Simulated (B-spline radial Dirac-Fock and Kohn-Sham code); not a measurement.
Atomic Os, configuration [Xe] 4f14 5d6 6s2. Computed with a radial B-spline solver: Dirac–Fock ΔSCF energies in intermediate coupling of the two holes, Coulomb rates, valence shells as spectators. The Auger rates hold no Breit term, so K-L1L2 is up to 30 % low in heavy atoms.

A figure with this caption is to be made: «The Auger multiplet of a K hole with both final holes in L123, lines labelled by the leading pair of holes and J, broadened by 20 eV full width. Kinetic energies count from the vacuum level; very weak lines are left out. Lines are named by their largest jj component, which in light atoms can differ from the customary names.» What will it show?

The strongest line is K-L2L3 J=2 at 50.341 keV (37 % of the multiplet), followed by K-L1L2 J=1 at 48.268 keV (17 %), K-L3L3 J=2 at 51.885 keV (12 %), K-L1L1 J=0 at 47.676 keV (12 %). The lines shown span 47.68 keV to 51.88 keV.

The result:

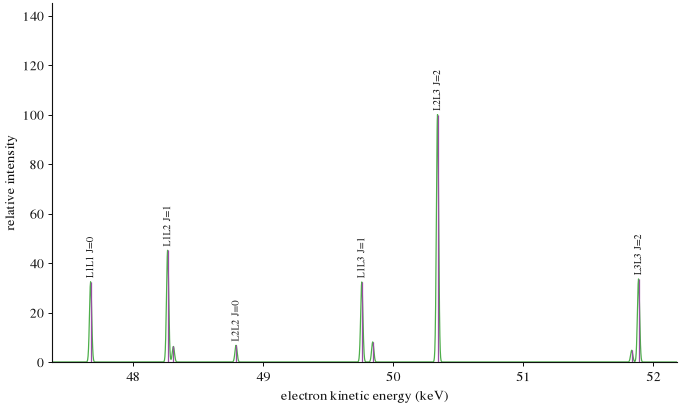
